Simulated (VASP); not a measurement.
Here is the system:

```
CELL_PARAMETERS angstrom
      3.21954     0.00000     0.00000
     -1.60977     2.78820     0.00000
      0.00000     0.00000     5.25948
ATOMIC_POSITIONS crystal
  Pt 0.00000 0.00000 0.00000
  Pt 0.00000 0.00000 0.50000
  B  0.33333 0.66667 0.25000
  B  0.66667 0.33333 0.75000
```

Level of theory: PBE GGA, VASP's PBE PAW potentials (set 64) (plane waves; VASP). Numerical set-up: 520 eV cut-off, 12×12×7 Γ-centred mesh, tetrahedra with Blöchl corrections, potentials Pt B.

Unless said otherwise, spin-orbit coupling is left out, though it shifts the bands of the heavy elements here.

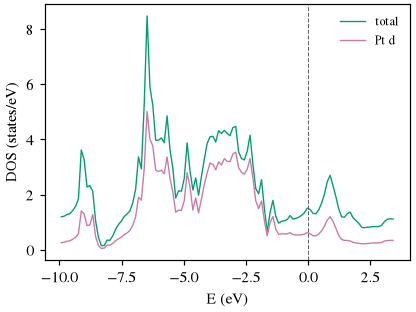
Fig. 1. Total and projected density of states, zero at the Fermi level

Within 2 eV below the Fermi level the largest weight inside VASP's projection spheres is Pt d, then B p.

It has no gap at this level: it comes out as a metal or semimetal.

The structure was generated: PtB was put into the NiAs type type (P6_3/mmc), which need not be its known phase. It was relaxed first, which changed the volume by -9 %.
